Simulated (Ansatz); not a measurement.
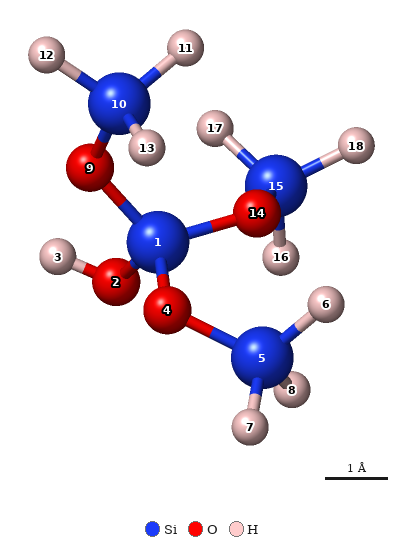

*The input geometry (ball-and-stick view, seen at an oblique angle; atoms are numbered from 1 in the order of the input).*

Bond lengths as drawn: H–O 1.03 Å, H–Si 1.46 to 1.47 Å and O–Si 1.70 to 1.73 Å.

# Molecular dynamics of Si4H10O4 (part 1 of 2)

The run: molecular dynamics of Si4H10O4. Method and program: RKS PBE-D4/STO-3G (Ansatz 0.2.0).

It belongs to a series of runs on one base structure; here: dynamics from the start. Figures and captions count atoms from 1; the log counts them from 0 in places.

### Output
```
Engine: ansatz 0.2.0, aarch64-unknown-linux-gnu
Functional definition: PBE
  parameter kappa = 0.804
  parameter beta = 0.06672455060314922
  exchange = pbe_x(kappa = kappa, mu = beta*pi^2/3)
  correlation = pbe_c(beta = beta)
908 factors; integrals over basis functions are off by at most 1.3e-5 eV
mean field evaluation 1: about -39350.8070 eV, gradient 5.1e1 eV
mean field evaluation 2: about -39341.5547 eV, gradient 7.6e1 eV
mean field evaluation 4: about -39359.4059 eV, gradient 5.9e0 eV
mean field evaluation 8: about -39359.4166 eV, gradient 1.5e-1 eV
mean field evaluation 16: about -39359.4167 eV, gradient 4.2e-5 eV
mean field -39359.41666762 eV, -1446.4318837642 hartree, gradient 4.2e-5 eV, S^2 0.000000; 0 other end points of the search recorded, 0 dependent functions left out
the calculation of the forces begins
reference -39359.41669892 eV, -1446.4318849145 hartree; 49, 49 occupied and 17, 17 virtual orbitals, 908 factors
md step     0: t =     0.00 fs  T =  1888.9 K  F+E_penalty+E_count = -39359.98583352 eV  E_kin = 4.394840 eV  (25 SCF iters)
these checks for a lower state are left out or cut short: starts, cluster_reference, orbital_swaps, neighbouring_geometries, increment
908 factors; integrals over basis functions are off by at most 1.2e-5 eV
mean field -39359.34816292 eV, -1446.4293662629 hartree, gradient 1.5e-5 eV, S^2 0.000000; 0 other end points of the search recorded, 0 dependent functions left out
the calculation of the forces begins
reference -39359.34819432 eV, -1446.4293674170 hartree; 49, 49 occupied and 17, 17 virtual orbitals, 908 factors
md step     1: t =     0.50 fs  T =  1725.8 K  F+E_penalty+E_count = -39359.91790179 eV  E_kin = 4.015272 eV  (28 SCF iters, 3 dispersion substeps)
[... from here on the SCF iterations and repeated set-up lines of each step are left out, up to the last step ...]
md step     2: t =     1.00 fs  T =  1844.8 K  F+E_penalty+E_count = -39359.74244061 eV  E_kin = 4.292294 eV  (27 SCF iters, 3 dispersion substeps)
md step     3: t =     1.50 fs  T =  2001.6 K  F+E_penalty+E_count = -39359.48935085 eV  E_kin = 4.657191 eV  (27 SCF iters, 3 dispersion substeps)
md step     4: t =     2.00 fs  T =  1991.0 K  F+E_penalty+E_count = -39359.18758474 eV  E_kin = 4.632453 eV  (28 SCF iters, 3 dispersion substeps)
md step     5: t =     2.50 fs  T =  1764.3 K  F+E_penalty+E_count = -39358.88761304 eV  E_kin = 4.104952 eV  (27 SCF iters, 3 dispersion substeps)
md step     6: t =     3.00 fs  T =  1698.0 K  F+E_penalty+E_count = -39358.62810490 eV  E_kin = 3.950815 eV  (27 SCF iters, 3 dispersion substeps)
md step     7: t =     3.50 fs  T =  1554.3 K  F+E_penalty+E_count = -39358.43721913 eV  E_kin = 3.616394 eV  (27 SCF iters, 3 dispersion substeps)
md step     8: t =     4.00 fs  T =  1525.1 K  F+E_penalty+E_count = -39358.32298038 eV  E_kin = 3.548387 eV  (27 SCF iters, 3 dispersion substeps)
md step     9: t =     4.50 fs  T =  1564.5 K  F+E_penalty+E_count = -39358.25766807 eV  E_kin = 3.640042 eV  (27 SCF iters, 3 dispersion substeps)
md step    10: t =     5.00 fs  T =  1643.9 K  F+E_penalty+E_count = -39358.24447235 eV  E_kin = 3.824754 eV  (27 SCF iters, 3 dispersion substeps)
md step    11: t =     5.50 fs  T =  1686.8 K  F+E_penalty+E_count = -39358.27467160 eV  E_kin = 3.924631 eV  (28 SCF iters, 3 dispersion substeps)
md step    12: t =     6.00 fs  T =  1738.6 K  F+E_penalty+E_count = -39358.30351213 eV  E_kin = 4.045242 eV  (27 SCF iters, 3 dispersion substeps)
md step    13: t =     6.50 fs  T =  1687.6 K  F+E_penalty+E_count = -39358.29343695 eV  E_kin = 3.926432 eV  (27 SCF iters, 3 dispersion substeps)
md step    14: t =     7.00 fs  T =  1714.1 K  F+E_penalty+E_count = -39358.25087701 eV  E_kin = 3.988234 eV  (27 SCF iters, 3 dispersion substeps)
md step    15: t =     7.50 fs  T =  1745.5 K  F+E_penalty+E_count = -39358.17756829 eV  E_kin = 4.061198 eV  (29 SCF iters, 3 dispersion substeps)
md step    16: t =     8.00 fs  T =  1991.2 K  F+E_penalty+E_count = -39358.07308102 eV  E_kin = 4.632776 eV  (28 SCF iters, 3 dispersion substeps)
md step    17: t =     8.50 fs  T =  1905.4 K  F+E_penalty+E_count = -39357.97482512 eV  E_kin = 4.433234 eV  (29 SCF iters, 3 dispersion substeps)
md step    18: t =     9.00 fs  T =  1723.5 K  F+E_penalty+E_count = -39357.91507846 eV  E_kin = 4.010059 eV  (27 SCF iters, 3 dispersion substeps)
md step    19: t =     9.50 fs  T =  1804.9 K  F+E_penalty+E_count = -39357.91481387 eV  E_kin = 4.199435 eV  (29 SCF iters, 3 dispersion substeps)
md step    20: t =    10.00 fs  T =  1880.8 K  F+E_penalty+E_count = -39357.97695383 eV  E_kin = 4.376056 eV  (29 SCF iters, 3 dispersion substeps)
md step    21: t =    10.50 fs  T =  1716.2 K  F+E_penalty+E_count = -39358.06367063 eV  E_kin = 3.993031 eV  (28 SCF iters, 3 dispersion substeps)
md step    22: t =    11.00 fs  T =  1847.9 K  F+E_penalty+E_count = -39358.12780311 eV  E_kin = 4.299506 eV  (28 SCF iters, 3 dispersion substeps)
md step    23: t =    11.50 fs  T =  1794.7 K  F+E_penalty+E_count = -39358.15225975 eV  E_kin = 4.175652 eV  (28 SCF iters, 3 dispersion substeps)
md step    24: t =    12.00 fs  T =  1744.2 K  F+E_penalty+E_count = -39358.13557820 eV  E_kin = 4.058101 eV  (28 SCF iters, 3 dispersion substeps)
md step    25: t =    12.50 fs  T =  1740.3 K  F+E_penalty+E_count = -39358.08809802 eV  E_kin = 4.049143 eV  (28 SCF iters, 3 dispersion substeps)
md step    26: t =    13.00 fs  T =  1791.0 K  F+E_penalty+E_count = -39358.00715702 eV  E_kin = 4.166998 eV  (29 SCF iters, 3 dispersion substeps)
md step    27: t =    13.50 fs  T =  1780.2 K  F+E_penalty+E_count = -39357.89373757 eV  E_kin = 4.141997 eV  (29 SCF iters, 3 dispersion substeps)
md step    28: t =    14.00 fs  T =  1629.2 K  F+E_penalty+E_count = -39357.76811527 eV  E_kin = 3.790655 eV  (30 SCF iters, 3 dispersion substeps)
md step    29: t =    14.50 fs  T =  1708.2 K  F+E_penalty+E_count = -39357.66482039 eV  E_kin = 3.974522 eV  (29 SCF iters, 3 dispersion substeps)
md step    30: t =    15.00 fs  T =  1439.0 K  F+E_penalty+E_count = -39357.57787190 eV  E_kin = 3.348147 eV  (29 SCF iters, 3 dispersion substeps)
md step    31: t =    15.50 fs  T =  1431.5 K  F+E_penalty+E_count = -39357.53017845 eV  E_kin = 3.330636 eV  (29 SCF iters, 3 dispersion substeps)
md step    32: t =    16.00 fs  T =  1558.6 K  F+E_penalty+E_count = -39357.49493338 eV  E_kin = 3.626348 eV  (28 SCF iters, 3 dispersion substeps)
md step    33: t =    16.50 fs  T =  1617.6 K  F+E_penalty+E_count = -39357.46021431 eV  E_kin = 3.763557 eV  (30 SCF iters, 3 dispersion substeps)
md step    34: t =    17.00 fs  T =  1638.5 K  F+E_penalty+E_count = -39357.42348148 eV  E_kin = 3.812272 eV  (30 SCF iters, 3 dispersion substeps)
md step    35: t =    17.50 fs  T =  1590.0 K  F+E_penalty+E_count = -39357.36100483 eV  E_kin = 3.699507 eV  (29 SCF iters, 3 dispersion substeps)
md step    36: t =    18.00 fs  T =  1620.6 K  F+E_penalty+E_count = -39357.27303500 eV  E_kin = 3.770547 eV  (29 SCF iters, 3 dispersion substeps)
md step    37: t =    18.50 fs  T =  1649.3 K  F+E_penalty+E_count = -39357.18705124 eV  E_kin = 3.837381 eV  (29 SCF iters, 3 dispersion substeps)
md step    38: t =    19.00 fs  T =  1641.7 K  F+E_penalty+E_count = -39357.16259154 eV  E_kin = 3.819630 eV  (30 SCF iters, 3 dispersion substeps)
md step    39: t =    19.50 fs  T =  1619.3 K  F+E_penalty+E_count = -39357.20010289 eV  E_kin = 3.767655 eV  (30 SCF iters, 3 dispersion substeps)
md step    40: t =    20.00 fs  T =  1784.1 K  F+E_penalty+E_count = -39357.25323195 eV  E_kin = 4.150979 eV  (30 SCF iters, 3 dispersion substeps)
md step    41: t =    20.50 fs  T =  1716.5 K  F+E_penalty+E_count = -39357.29817874 eV  E_kin = 3.993666 eV  (30 SCF iters, 3 dispersion substeps)
md step    42: t =    21.00 fs  T =  1606.9 K  F+E_penalty+E_count = -39357.35633864 eV  E_kin = 3.738798 eV  (30 SCF iters, 3 dispersion substeps)
md step    43: t =    21.50 fs  T =  1687.7 K  F+E_penalty+E_count = -39357.38435480 eV  E_kin = 3.926807 eV  (30 SCF iters, 3 dispersion substeps)
md step    44: t =    22.00 fs  T =  1669.6 K  F+E_penalty+E_count = -39357.30565679 eV  E_kin = 3.884684 eV  (30 SCF iters, 3 dispersion substeps)
md step    45: t =    22.50 fs  T =  1653.8 K  F+E_penalty+E_count = -39357.14031000 eV  E_kin = 3.847884 eV  (30 SCF iters, 3 dispersion substeps)
md step    46: t =    23.00 fs  T =  1561.1 K  F+E_penalty+E_count = -39356.94081193 eV  E_kin = 3.632068 eV  (29 SCF iters, 3 dispersion substeps)
md step    47: t =    23.50 fs  T =  1496.1 K  F+E_penalty+E_count = -39356.76622248 eV  E_kin = 3.480843 eV  (29 SCF iters, 3 dispersion substeps)
md step    48: t =    24.00 fs  T =  1515.2 K  F+E_penalty+E_count = -39356.64120582 eV  E_kin = 3.525430 eV  (29 SCF iters, 3 dispersion substeps)
md step    49: t =    24.50 fs  T =  1497.6 K  F+E_penalty+E_count = -39356.53851952 eV  E_kin = 3.484485 eV  (29 SCF iters, 3 dispersion substeps)
md step    50: t =    25.00 fs  T =  1451.8 K  F+E_penalty+E_count = -39356.44382810 eV  E_kin = 3.377761 eV  (30 SCF iters, 3 dispersion substeps)
md step    51: t =    25.50 fs  T =  1325.8 K  F+E_penalty+E_count = -39356.37240304 eV  E_kin = 3.084720 eV  (30 SCF iters, 3 dispersion substeps)
md step    52: t =    26.00 fs  T =  1275.2 K  F+E_penalty+E_count = -39356.29655590 eV  E_kin = 2.966940 eV  (30 SCF iters, 3 dispersion substeps)
md step    53: t =    26.50 fs  T =  1272.6 K  F+E_penalty+E_count = -39356.18652031 eV  E_kin = 2.960874 eV  (30 SCF iters, 3 dispersion substeps)
md step    54: t =    27.00 fs  T =  1407.3 K  F+E_penalty+E_count = -39356.03719497 eV  E_kin = 3.274245 eV  (30 SCF iters, 3 dispersion substeps)
md step    55: t =    27.50 fs  T =  1462.5 K  F+E_penalty+E_count = -39355.84852812 eV  E_kin = 3.402814 eV  (30 SCF iters, 3 dispersion substeps)
md step    56: t =    28.00 fs  T =  1273.5 K  F+E_penalty+E_count = -39355.65508508 eV  E_kin = 2.963094 eV  (30 SCF iters, 3 dispersion substeps)
md step    57: t =    28.50 fs  T =  1370.7 K  F+E_penalty+E_count = -39355.48381647 eV  E_kin = 3.189147 eV  (30 SCF iters, 3 dispersion substeps)
md step    58: t =    29.00 fs  T =  1451.7 K  F+E_penalty+E_count = -39355.37412347 eV  E_kin = 3.377526 eV  (30 SCF iters, 3 dispersion substeps)
md step    59: t =    29.50 fs  T =  1522.5 K  F+E_penalty+E_count = -39355.35178054 eV  E_kin = 3.542420 eV  (31 SCF iters, 3 dispersion substeps)
md step    60: t =    30.00 fs  T =  1645.3 K  F+E_penalty+E_count = -39355.35975911 eV  E_kin = 3.828004 eV  (31 SCF iters, 3 dispersion substeps)
md step    61: t =    30.50 fs  T =  1787.1 K  F+E_penalty+E_count = -39355.37799765 eV  E_kin = 4.157969 eV  (31 SCF iters, 3 dispersion substeps)
md step    62: t =    31.00 fs  T =  1657.5 K  F+E_penalty+E_count = -39355.38466179 eV  E_kin = 3.856487 eV  (31 SCF iters, 3 dispersion substeps)
md step    63: t =    31.50 fs  T =  1740.9 K  F+E_penalty+E_count = -39355.39726443 eV  E_kin = 4.050629 eV  (30 SCF iters, 3 dispersion substeps)
md step    64: t =    32.00 fs  T =  1576.3 K  F+E_penalty+E_count = -39355.43159508 eV  E_kin = 3.667587 eV  (30 SCF iters, 3 dispersion substeps)
md step    65: t =    32.50 fs  T =  1499.5 K  F+E_penalty+E_count = -39355.47697976 eV  E_kin = 3.488930 eV  (31 SCF iters, 3 dispersion substeps)
md step    66: t =    33.00 fs  T =  1545.8 K  F+E_penalty+E_count = -39355.55243865 eV  E_kin = 3.596567 eV  (31 SCF iters, 3 dispersion substeps)
md step    67: t =    33.50 fs  T =  1723.6 K  F+E_penalty+E_count = -39355.66715174 eV  E_kin = 4.010185 eV  (30 SCF iters, 3 dispersion substeps)
md step    68: t =    34.00 fs  T =  1770.8 K  F+E_penalty+E_count = -39355.81111948 eV  E_kin = 4.120150 eV  (30 SCF iters, 3 dispersion substeps)
md step    69: t =    34.50 fs  T =  1874.9 K  F+E_penalty+E_count = -39355.98736148 eV  E_kin = 4.362180 eV  (30 SCF iters, 3 dispersion substeps)
md step    70: t =    35.00 fs  T =  2018.1 K  F+E_penalty+E_count = -39356.17415409 eV  E_kin = 4.695489 eV  (30 SCF iters, 3 dispersion substeps)
md step    71: t =    35.50 fs  T =  1994.4 K  F+E_penalty+E_count = -39356.34657063 eV  E_kin = 4.640320 eV  (30 SCF iters, 3 dispersion substeps)
md step    72: t =    36.00 fs  T =  2045.3 K  F+E_penalty+E_count = -39356.52119189 eV  E_kin = 4.758843 eV  (30 SCF iters, 3 dispersion substeps)
md step    73: t =    36.50 fs  T =  2047.0 K  F+E_penalty+E_count = -39356.74555393 eV  E_kin = 4.762655 eV  (30 SCF iters, 3 dispersion substeps)
md step    74: t =    37.00 fs  T =  2133.7 K  F+E_penalty+E_count = -39357.03600911 eV  E_kin = 4.964516 eV  (29 SCF iters, 3 dispersion substeps)
md step    75: t =    37.50 fs  T =  2404.1 K  F+E_penalty+E_count = -39357.34833761 eV  E_kin = 5.593654 eV  (29 SCF iters, 3 dispersion substeps)
md step    76: t =    38.00 fs  T =  2620.8 K  F+E_penalty+E_count = -39357.61356972 eV  E_kin = 6.097763 eV  (29 SCF iters, 3 dispersion substeps)
md step    77: t =    38.50 fs  T =  2651.6 K  F+E_penalty+E_count = -39357.74615386 eV  E_kin = 6.169357 eV  (28 SCF iters, 3 dispersion substeps)
md step    78: t =    39.00 fs  T =  2825.9 K  F+E_penalty+E_count = -39357.73086827 eV  E_kin = 6.574858 eV  (29 SCF iters, 3 dispersion substeps)
md step    79: t =    39.50 fs  T =  2749.8 K  F+E_penalty+E_count = -39357.62653794 eV  E_kin = 6.397961 eV  (29 SCF iters, 3 dispersion substeps)
md step    80: t =    40.00 fs  T =  2525.7 K  F+E_penalty+E_count = -39357.49370634 eV  E_kin = 5.876401 eV  (29 SCF iters, 3 dispersion substeps)
md step    81: t =    40.50 fs  T =  2330.9 K  F+E_penalty+E_count = -39357.33612601 eV  E_kin = 5.423250 eV  (29 SCF iters, 3 dispersion substeps)
md step    82: t =    41.00 fs  T =  2428.9 K  F+E_penalty+E_count = -39357.13691565 eV  E_kin = 5.651191 eV  (29 SCF iters, 3 dispersion substeps)
md step    83: t =    41.50 fs  T =  2319.1 K  F+E_penalty+E_count = -39356.85788626 eV  E_kin = 5.395748 eV  (29 SCF iters, 3 dispersion substeps)
md step    84: t =    42.00 fs  T =  2134.8 K  F+E_penalty+E_count = -39356.51140714 eV  E_kin = 4.966911 eV  (30 SCF iters, 3 dispersion substeps)
md step    85: t =    42.50 fs  T =  1957.7 K  F+E_penalty+E_count = -39356.14507587 eV  E_kin = 4.554834 eV  (31 SCF iters, 3 dispersion substeps)
md step    86: t =    43.00 fs  T =  1831.3 K  F+E_penalty+E_count = -39355.81383768 eV  E_kin = 4.260944 eV  (31 SCF iters, 3 dispersion substeps)
md step    87: t =    43.50 fs  T =  1738.3 K  F+E_penalty+E_count = -39355.53917168 eV  E_kin = 4.044381 eV  (31 SCF iters, 3 dispersion substeps)
md step    88: t =    44.00 fs  T =  1512.2 K  F+E_penalty+E_count = -39355.31705982 eV  E_kin = 3.518521 eV  (31 SCF iters, 3 dispersion substeps)
md step    89: t =    44.50 fs  T =  1447.3 K  F+E_penalty+E_count = -39355.14685135 eV  E_kin = 3.367392 eV  (31 SCF iters, 3 dispersion substeps)
md step    90: t =    45.00 fs  T =  1466.1 K  F+E_penalty+E_count = -39355.00984489 eV  E_kin = 3.411058 eV  (30 SCF iters, 3 dispersion substeps)
md step    91: t =    45.50 fs  T =  1393.4 K  F+E_penalty+E_count = -39354.88627817 eV  E_kin = 3.242065 eV  (31 SCF iters, 3 dispersion substeps)
md step    92: t =    46.00 fs  T =  1413.2 K  F+E_penalty+E_count = -39354.76833096 eV  E_kin = 3.288148 eV  (31 SCF iters, 3 dispersion substeps)
md step    93: t =    46.50 fs  T =  1344.7 K  F+E_penalty+E_count = -39354.64087779 eV  E_kin = 3.128629 eV  (30 SCF iters, 3 dispersion substeps)
md step    94: t =    47.00 fs  T =  1338.6 K  F+E_penalty+E_count = -39354.55581541 eV  E_kin = 3.114576 eV  (28 SCF iters, 3 dispersion substeps)
md step    95: t =    47.50 fs  T =  1255.2 K  F+E_penalty+E_count = -39354.57968127 eV  E_kin = 2.920361 eV  (29 SCF iters, 3 dispersion substeps)
md step    96: t =    48.00 fs  T =  1431.2 K  F+E_penalty+E_count = -39354.72627306 eV  E_kin = 3.329887 eV  (31 SCF iters, 3 dispersion substeps)
md step    97: t =    48.50 fs  T =  1471.6 K  F+E_penalty+E_count = -39354.97877679 eV  E_kin = 3.424001 eV  (29 SCF iters, 3 dispersion substeps)
md step    98: t =    49.00 fs  T =  1712.9 K  F+E_penalty+E_count = -39355.29367892 eV  E_kin = 3.985455 eV  (29 SCF iters, 3 dispersion substeps)
md step    99: t =    49.50 fs  T =  1897.3 K  F+E_penalty+E_count = -39355.62581860 eV  E_kin = 4.414456 eV  (29 SCF iters, 3 dispersion substeps)
these checks for a lower state are left out or cut short: starts, cluster_reference, orbital_swaps, neighbouring_geometries, increment
914 factors; integrals over basis functions are off by at most 2.6e-5 eV
mean field -39355.31970523 eV, -1446.2813231735 hartree, gradient 2.5e-5 eV, S^2 0.000000; 0 other end points of the search recorded, 0 dependent functions left out
the calculation of the forces begins
reference -39355.31973733 eV, -1446.2813243532 hartree; 49, 49 occupied and 17, 17 virtual orbitals, 914 factors
914 factors; integrals over basis functions are off by at most 2.6e-5 eV
mean field evaluation 832: about -39355.3197 eV, gradient 3.2e-4 eV
mean field -39355.31970523 eV, -1446.2813231735 hartree, gradient 2.5e-5 eV, S^2 0.000000; 1 other end points of the search recorded, 0 dependent functions left out
the calculation of the forces begins
reference -39355.31973733 eV, -1446.2813243532 hartree; 49, 49 occupied and 17, 17 virtual orbitals, 914 factors
md step   100: t =    50.00 fs  T =  2011.2 K  F+E_penalty+E_count = -39355.88550920 eV  E_kin = 4.679310 eV  (29 SCF iters, 3 dispersion substeps)
```

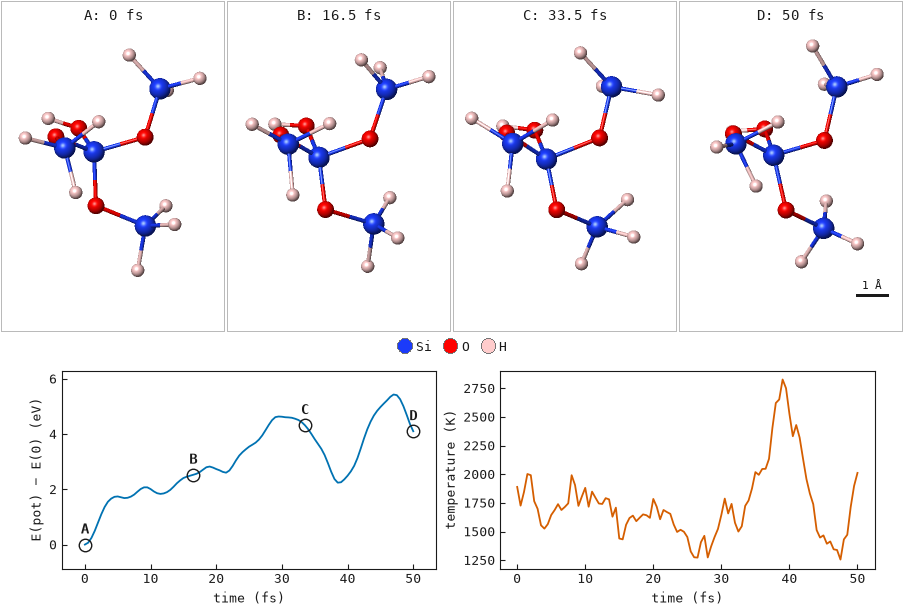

*Frames of the molecular dynamics (ball-and-stick, seen at a tilt) above the curves, on which the letters mark them.*

The trajectory kept here has 101 frames over 50 fs. The temperature starts at 1889 K, ranges from 1255 to 2826 K and averages 1786 K over the second half. The potential energy ends 4.100 eV above its first value. After an unweighted best fit of the last frame on the first, the root-mean-square displacement is 0.47 Å, and O4 has moved furthest (0.77 Å).

```
Total energy: -39355.88554130 eV, -1446.3021172653 hartree
Atom 0 at    -0.168388    -0.279649     0.030224 Å, force     2.596231    -2.257765     0.760000 eV/Å
Atom 1 at    -0.229917    -0.791343     1.687812 Å, force     0.981365     1.684315     0.852570 eV/Å
Atom 2 at    -0.088741     0.065860     2.279699 Å, force    -0.169534    -0.483636    -0.328574 eV/Å
Atom 3 at     1.267397    -0.149093    -1.025261 Å, force    -1.654997     0.749538     1.051894 eV/Å
Atom 4 at     2.324529    -1.515598    -0.881898 Å, force    -0.662256     0.724960     4.661835 eV/Å
Atom 5 at     2.444559    -2.075199    -2.145699 Å, force     0.176369    -1.353720    -1.583984 eV/Å
Atom 6 at     3.553964    -0.914062    -0.450242 Å, force     0.934076     0.406377    -0.597109 eV/Å
Atom 7 at     2.166203    -2.288577     0.478620 Å, force    -0.339459     0.172555    -2.251733 eV/Å
Atom 8 at    -1.170832     1.012139     0.228558 Å, force    -1.423387     2.489438     0.810763 eV/Å
Atom 9 at    -1.661921     1.664026    -1.287590 Å, force     0.419788    -4.204148    -4.379955 eV/Å
Atom 10 at    -2.453310     0.500754    -1.973930 Å, force     0.401073     1.404467     1.289746 eV/Å
Atom 11 at    -2.181630     2.726310    -2.098492 Å, force    -0.616037     1.626454     1.203291 eV/Å
Atom 12 at    -0.461360     1.393220    -2.102843 Å, force     0.075022     0.542988     0.197716 eV/Å
Atom 13 at    -0.485930    -1.865627    -0.392857 Å, force    -2.219411    -2.448232    -1.605042 eV/Å
Atom 14 at    -1.777149    -2.761048     0.457183 Å, force    -0.359875     4.535615     3.537826 eV/Å
Atom 15 at    -1.201563    -2.985317     1.821895 Å, force    -0.475669     0.294756    -0.556926 eV/Å
Atom 16 at    -3.254301    -2.108738     0.771188 Å, force     2.739986    -0.855100    -1.024614 eV/Å
Atom 17 at    -1.991255    -4.073651     0.230089 Å, force    -0.403284    -3.028863    -2.037705 eV/Å
Dipole moment:    -0.106415     0.415338    -0.044306 e Å
```
